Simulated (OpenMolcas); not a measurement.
**V⁴⁺ among point charges: CASSCF and CASPT2 levels and susceptibility**

How does a field of 5 point charges split the states of V⁴⁺, and what χT follows?

The numbers are computed with OpenMolcas 26.06 (state-averaged CASSCF and CASPT2, spin-orbit coupling by RASSI with atomic mean-field integrals), except any that are marked as measured or tabulated.

**1. The atom as given**

| Item | Value |
| --- | --- |
| Species | V⁴⁺ (vanadium, Z = 23, 19 electrons) |
| Basis | ANO-RCC-VDZP [5s4p2d1f], 34 functions |
| Scalar Hamiltonian | DKH2, point nucleus |
| Inactive shells | 1s 2s 2p 3s 3p |
| Active space | 1 electron in 5 orbitals (3d) |
| Some configurations of this space | 3d |
| Orbitals | optimised for each spin and parity, averaged over all roots |

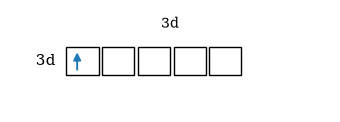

Outer shells as boxes.

The ion sits among 5 point charges of -1.3 e arranged as a square pyramid (C4v), 2.09 Å from the ion, with the axial distance 1.881 Å.

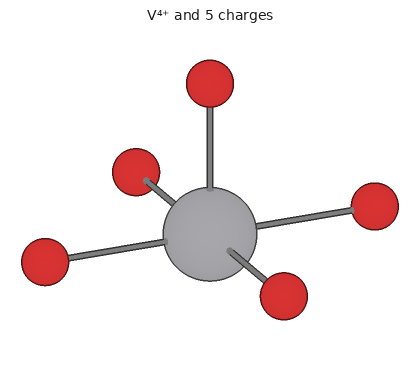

The ion and the point charges (red).

The work runs as a chain of OpenMolcas steps in one folder; each step below is one input file. Labels, J, g values, rates, χT and fits are worked out afterwards by a script from the matrices that RASSI stores.

**2. GATEWAY and SEWARD: basis and integrals**

a.inp

```
&GATEWAY
Coord
1

V 0.0 0.0 0.0
Basis=ANO-RCC-VDZP
Group=NoSym
NoMove
AngMom=0.0 0.0 0.0
AMFI
XField
5 Angstrom 0
2.090000 0.000000 0.000000 -1.300000
0.000000 2.090000 0.000000 -1.300000
-2.090000 0.000000 0.000000 -1.300000
0.000000 -2.090000 0.000000 -1.300000
0.000000 0.000000 1.881000 -1.300000
&SEWARD
```

Command:

```
OMP_NUM_THREADS=1 MOLCAS_MEM=1689 MOLCAS_PROJECT=a pymolcas a.inp > a.log
```

**3. Reference wave functions, doublets, 5 roots**

a.inp

```
&RASSCF
FileOrb=start.orb
Symmetry=1
Spin=2
nActEl=1 0 0
Inactive=9
Ras2=5
CIRoot=5 5 1
SDav=5
CIMx=300
Iter=120 100
PrWF=0.3
OrbListing=Nothing
MaxOrb=0
>>> COPY $Project.JobIph JOB001
```

start.orb holds the contracted functions of the basis, ordered by shell, or the orbitals of the step before.

**4. RASSI: spin-orbit coupling between the states**

a.inp

```
&RASSI
NrOfJobIphs=1 5
1 2 3 4 5
IphNames
JOB001
EJob
SpinOrbit
DIPRint=1.0
SOCoupling=1000.0
Subsets=2
Property=9
'ANGMOM' 1 'ANGMOM' 2 'ANGMOM' 3 'MLTPL  1' 1 'MLTPL  1' 2 'MLTPL  1' 3
'AMFI' 1 'AMFI' 2 'AMFI' 3
SOProperty=3
'ANGMOM' 1 'ANGMOM' 2 'ANGMOM' 3
```

**5. CASPT2: IPEA 0.25, imaginary shift 0.1 (closed shells correlated: 3s 3p)**

a.inp

```
>>> COPY JOB001 $Project.JobIph
&CASPT2
Multistate=5 1 2 3 4 5
NoMult
Frozen=5
IPEA=0.25
Imaginary=0.1
MaxIter=60
WThr=0.0 0.3 0.05
PrWF=0.5
NoMix
```

(Steps that only read results are left out.)

**Question.** What will these runs give? Wanted: spin-free ground state; first state of the same spin within the active space; lowest level; next level.

The runs gave:

| quantity | value |
| --- | --- |
| method | SS-CASPT2, IPEA 0.25, imaginary shift 0.1 (closed shells correlated: 3s 3p) |
| spin-free ground state | doublet, 2-fold in its orbital part |
| first state of the same spin within the active space | doublet at 1100 cm⁻¹ |
| lowest level | 2-fold, g = 0.10, 0.96, 0.96 |
| next level | 279.8 cm⁻¹ |
| χT at 300 K | 0.36 cm³ K/mol |
| effective moment at 300 K | 1.69 μB |

Cost by method:

| method | time of its own steps | time with the reference |
| --- | --- | --- |
| A. CASSCF | 2.4 s | 2.4 s |
| B. SS-CASPT2, IPEA 0.25, imaginary shift 0.1, +3s 3p | 0.82 s | 3.2 s |

Times are of one thread on a shared host.

In words: The spin-free ground state (doublet) comes to 100 % from free-ion D terms and keeps the highest spin of the shell. χT at 300 K is 0.36, against 0.38 cm³ K/mol for the spin alone; near agreement at one temperature doesn't show that the orbital moment is quenched. The field of point charges can differ much from that of real complexes. Point charges carry no covalency, so the field is a model and not that of real ligands.
